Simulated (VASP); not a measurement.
Here is the system:

```xyz
5
Lattice="-1.9235 1.9235 4.6568 1.9235 -1.9235 4.6568 1.9235 1.9235 -4.6568" Properties=species:S:1:pos:R:3 pbc="T T T"
Gd     1.9235     1.9235    -4.6568
Ni     1.9235     0.0000     2.3284
Ni     0.0000     1.9235     2.3284
P      1.9235     1.9235     1.1596
P      0.0000     0.0000     3.4971
```

These are PBEsol GGA, VASP's PBE PAW potentials (set 64) (plane waves; VASP) values and carry that method's errors. Settings: 400 eV cut-off, 13×13×13 Γ-centred mesh, tetrahedra with Blöchl corrections, potentials Gd_3 Ni P.

The 4f electrons are frozen in the core of the lanthanide potential, so 4f levels, which can set the real gap, and their magnetism are missing.

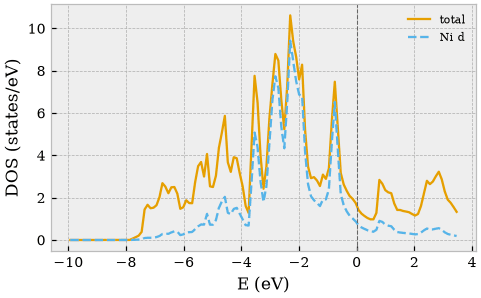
Figure: Total and projected density of states, zero at the Fermi level

Within 2 eV below the Fermi level the largest weight inside VASP's projection spheres is Ni d.

It has no gap at this level: it comes out as a metal or semimetal.

The structure comes from a computed database's GdNi2P2 entry (I4/mmm); how it stands against other phases isn't given here. It was relaxed first. The run is not spin-polarised, so no magnetic state was tried. The electron count is odd and the run is not spin-polarised, which forces a metal.
